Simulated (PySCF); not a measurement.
# UCCSD(T)/STO-6G run of SnH2F (SMILES [F][SnH2])

What is the vertical ionisation energy of SnH2F at UCCSD(T)/STO-6G? 

The calculation is run with PySCF 2.14.0.

4 further runs of the same task are left out: 4 set aside as unsound or not needed.

## Step 1: Starting point

The species is SnH2F (4 atoms), meant as a doublet with charge 0. SMILES: `[F][SnH2]`. Geometry: relaxed at PBE0-D4/def2-TZVP.

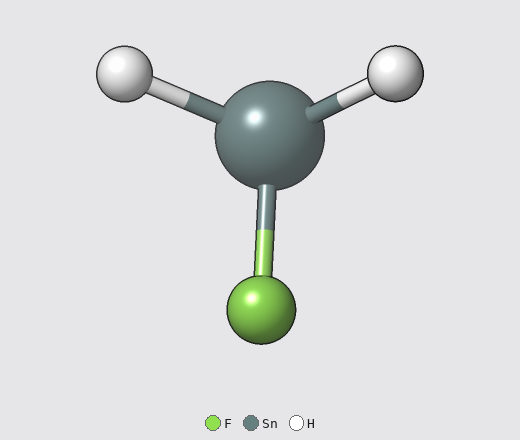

Viewed from a chosen angle; fluorine green, tin teal, hydrogen white.

## Step 2: A single-point energy at UCCSD(T)/STO-6G

File input.py:

```python
# [F][SnH2]
from pyscf import gto, cc

molecule = gto.Mole()
molecule.atom = '''
F       -1.552600      -0.190000       0.640700
Sn       0.028300      -0.242200      -0.468300
H        1.184100      -1.054400       0.524100
H        0.395700       1.426200      -0.716700
'''
molecule.spin = 1
molecule.max_memory = 1860
molecule.verbose = 3
molecule.basis = 'sto-6g'
molecule.build()

myscf = molecule.UHF()
myscf.conv_tol = 1e-10
myscf.kernel()
if not myscf.converged:
    myscf = myscf.newton().run(myscf.mo_coeff, myscf.mo_occ)

mycc = cc.CCSD(myscf, frozen=19)
mycc.kernel()
e_t = mycc.ccsd_t()
e_tot = mycc.e_tot + e_t
print('E(%s) = %.9f' % ('CCSD(T)', e_tot))
```

Run with:

```
$ OMP_NUM_THREADS=1 python input.py
```

What it wrote:

```text
converged SCF energy = -6094.42283852726  <S^2> = 0.75396311  2S+1 = 2.0039592
E(UCCSD) = -6094.489017140852  E_corr = -0.06617861359279764
UCCSD(T) correction = -0.00254634105888253
E(CCSD(T)) = -6094.491563482
```

Wall time 4.2 s (1 thread of Arm Neoverse N1, shared host); peak memory 0.12 GiB.

## Step 3: The singlet cation, same level

File run.py:

```python
from pyscf import gto, scf, cc

molecule = gto.Mole()
molecule.atom = '''
F     -1.552600    -0.190000     0.640700
Sn     0.028300    -0.242200    -0.468300
H      1.184100    -1.054400     0.524100
H      0.395700     1.426200    -0.716700
'''
molecule.verbose = 4
molecule.max_memory = 1860
molecule.charge = 1
molecule.basis = 'sto-6g'
molecule.build()

calc0 = scf.RHF(molecule)
calc0.conv_tol = 1e-10
calc0.kernel()
if not calc0.converged:
    calc0 = calc0.newton().run(calc0.mo_coeff, calc0.mo_occ)

mycc = cc.CCSD(calc0, frozen=19)
mycc.kernel()
e_t = mycc.ccsd_t()
etot = mycc.e_tot + e_t
print(f'total energy: {etot:.8f} hartree')
```

Run with:

```
$ OMP_NUM_THREADS=1 python run.py
```

What it wrote:

```text
PySCF version 2.14.0

[INPUT] num. atoms = 4
[INPUT] num. electrons = 60
[INPUT] charge = 1
[INPUT] spin (= nelec alpha-beta = 2S) = 0
[INPUT] symmetry False subgroup None
[INPUT] Mole.unit = angstrom
[INPUT] Symbol           X                Y                Z      unit          X                Y                Z       unit  Magmom
[INPUT]  1 F     -1.552600000000  -0.190000000000   0.640700000000 AA   -2.933988781000  -0.359047963667   1.210747528009 Bohr   0.0
[INPUT]  2 Sn     0.028300000000  -0.242200000000  -0.468300000000 AA    0.053479249325  -0.457691667370  -0.884958744134 Bohr   0.0
[INPUT]  3 H      1.184100000000  -1.054400000000   0.524100000000 AA    2.237624704097  -1.992527225741   0.990405461885 Bohr   0.0
[INPUT]  4 H      0.395700000000   1.426200000000  -0.716700000000 AA    0.747764627490   2.695127398855  -1.354366713476 Bohr   0.0

nuclear repulsion = 157.420770927441
number of shells = 16
number of NR pGTOs = 204
number of NR cGTOs = 34
basis = sto-6g
ecp = {}

******** <class 'pyscf.scf.hf.RHF'> ********
method = RHF
initial guess = minao
damping factor = 0
level_shift factor = 0
DIIS = <class 'pyscf.scf.diis.CDIIS'>
diis_start_cycle = 1
diis_space = 8
diis_damp = 0
SCF conv_tol = 1e-10
SCF conv_tol_grad = None
SCF max_cycles = 50
direct_scf = True
direct_scf_tol = 1e-13
Set gradient conv threshold to 1e-05
Initial guess from minao.
init E= -6079.50354787032
  HOMO = -0.642760019397368  LUMO = -0.408948486711114  gap/eV = 6.36234
cycle= 1 E= -6094.12717022914  delta_E= -14.6  |g|= 0.377  |ddm|= 2.26
  HOMO = -0.45300870575439  LUMO = -0.204189627372926  gap/eV = 6.77071
cycle= 2 E= -6094.19296734745  delta_E= -0.0658  |g|= 0.188  |ddm|= 1.03
  HOMO = -0.627430112262636  LUMO = -0.19849783693943  gap/eV = 11.67184
cycle= 3 E= -6094.20920148327  delta_E= -0.0162  |g|= 0.0387  |ddm|= 0.359
  HOMO = -0.625124659947428  LUMO = -0.201231727602423  gap/eV = 11.53471
cycle= 4 E= -6094.21056288914  delta_E= -0.00136  |g|= 0.0152  |ddm|= 0.0962
  HOMO = -0.626690390496485  LUMO = -0.199434467786988  gap/eV = 11.62623
cycle= 5 E= -6094.21101110508  delta_E= -0.000448  |g|= 0.00509  |ddm|= 0.0776
  HOMO = -0.626595040277155  LUMO = -0.199674246064567  gap/eV = 11.61711
cycle= 6 E= -6094.21107032816  delta_E= -5.92e-05  |g|= 0.000772  |ddm|= 0.0362
  HOMO = -0.626575990204285  LUMO = -0.19963756792712  gap/eV = 11.61759
cycle= 7 E= -6094.2110712508  delta_E= -9.23e-07  |g|= 0.000305  |ddm|= 0.00337
  HOMO = -0.626552140757161  LUMO = -0.199656510992152  gap/eV = 11.61642
cycle= 8 E= -6094.21107142494  delta_E= -1.74e-07  |g|= 0.000103  |ddm|= 0.00174
  HOMO = -0.626545282931253  LUMO = -0.199668083171088  gap/eV = 11.61592
cycle= 9 E= -6094.21107144504  delta_E= -2.01e-08  |g|= 2.13e-05  |ddm|= 0.000647
  HOMO = -0.626539848524136  LUMO = -0.199666886178326  gap/eV = 11.61580
cycle= 10 E= -6094.21107144581  delta_E= -7.65e-10  |g|= 3.59e-06  |ddm|= 0.000118
  HOMO = -0.62654005561206  LUMO = -0.199667275396264  gap/eV = 11.61580
cycle= 11 E= -6094.21107144583  delta_E= -2.73e-11  |g|= 4.92e-07  |ddm|= 2.21e-05
  HOMO = -0.626539982769005  LUMO = -0.199667343094791  gap/eV = 11.61580
Extra cycle  E= -6094.21107144583  delta_E=    0  |g|= 1.74e-07  |ddm|= 1.09e-06
converged SCF energy = -6094.21107144583

******** <class 'pyscf.cc.ccsd.CCSD'> ********
CC2 = 0
CCSD nocc = 11, nmo = 15
frozen orbitals 19
max_cycle = 50
direct = 0
conv_tol = 1e-07
conv_tol_normt = 1e-05
diis_space = 6
diis_start_cycle = 0
diis_start_energy_diff = 1e+09
Init t2, MP2 energy = -6094.27851910487  E_corr(MP2) -0.0674476590377227
Init E_corr(CCSD) = -0.0674476590377464
cycle = 1  E_corr(CCSD) = -0.0759763464278768  dE = -0.00852868739  norm(t1,t2) = 0.105141
cycle = 2  E_corr(CCSD) = -0.0895487559689935  dE = -0.0135724095  norm(t1,t2) = 0.0540171
cycle = 3  E_corr(CCSD) = -0.0886689752905854  dE = 0.000879780678  norm(t1,t2) = 0.0463789
cycle = 4  E_corr(CCSD) = -0.093476675575341  dE = -0.00480770028  norm(t1,t2) = 0.0195671
cycle = 5  E_corr(CCSD) = -0.0937030928326143  dE = -0.000226417257  norm(t1,t2) = 0.00791214
cycle = 6  E_corr(CCSD) = -0.0935655651366652  dE = 0.000137527696  norm(t1,t2) = 0.0055712
cycle = 7  E_corr(CCSD) = -0.0936940337141027  dE = -0.000128468577  norm(t1,t2) = 0.00186659
cycle = 8  E_corr(CCSD) = -0.0936708426795514  dE = 2.31910346e-05  norm(t1,t2) = 0.000883042
cycle = 9  E_corr(CCSD) = -0.0936746651591329  dE = -3.82247958e-06  norm(t1,t2) = 0.000527716
cycle = 10  E_corr(CCSD) = -0.0936689296622118  dE = 5.73549692e-06  norm(t1,t2) = 0.0002888
cycle = 11  E_corr(CCSD) = -0.0936716359284556  dE = -2.70626624e-06  norm(t1,t2) = 0.000162125
cycle = 12  E_corr(CCSD) = -0.0936719590872726  dE = -3.23158817e-07  norm(t1,t2) = 8.26898e-05
cycle = 13  E_corr(CCSD) = -0.0936752293338348  dE = -3.27024656e-06  norm(t1,t2) = 3.67741e-05
cycle = 14  E_corr(CCSD) = -0.0936762189510715  dE = -9.89617237e-07  norm(t1,t2) = 1.34772e-05
cycle = 15  E_corr(CCSD) = -0.0936762509145552  dE = -3.19634837e-08  norm(t1,t2) = 5.18914e-06
CCSD converged
E(CCSD) = -6094.304747696749  E_corr = -0.09367625091455521
CCSD(T) correction = -0.00994263237419047
total energy: -6094.31469033 hartree
```

Wall time 3.6 s (1 thread of Arm Neoverse N1, shared host); peak memory 0.11 GiB.

## Step 4: What came out

Level: UCCSD(T)/STO-6G, 19 core orbitals frozen.

```
                                                                 quantity           value
                                              doublet SnH2F: total energy  -6094.49156 Eh
                      doublet SnH2F: dipole moment (Hartree–Fock density)          2.21 D
doublet SnH2F: HOMO energy (Hartree–Fock orbitals) (highest over α and β)        -6.02 eV
 doublet SnH2F: LUMO energy (Hartree–Fock orbitals) (lowest over α and β)         4.62 eV
              doublet SnH2F: correlation energy (19 core orbitals frozen)       -68.7 mEh
                                            doublet SnH2F: (T) correction       -2.55 mEh
                         doublet SnH2F: ⟨S²⟩ of the reference determinant           0.754
                                             doublet SnH2F: T1 diagnostic           0.014
                                             singlet cation: total energy  -6094.31469 Eh
                      singlet cation: HOMO energy (Hartree–Fock orbitals)       -17.05 eV
                      singlet cation: LUMO energy (Hartree–Fock orbitals)        -5.43 eV
                    singlet cation: HOMO–LUMO gap (Hartree–Fock orbitals)        11.62 eV
             singlet cation: correlation energy (19 core orbitals frozen)      -103.6 mEh
                                           singlet cation: (T) correction       -9.94 mEh
                                            singlet cation: T1 diagnostic           0.037
                       vertical ionisation energy (to the singlet cation)        4.813 eV
```

**Reading.** The vertical ionisation energy comes to 4.81 eV (111 kcal/mol). Only the singlet of the ionised species was computed; a triplet could lie lower. In a minimal basis such a difference can be off by several eV, whatever the method. The triples (doublet SnH2F) make up 3.7 % of the correlation energy. Relativity is left out (doublet SnH2F) although the molecule holds a heavy atom. The T1 diagnostic (singlet cation) of 0.037 is above the customary mark for such species, so a single reference may not serve.
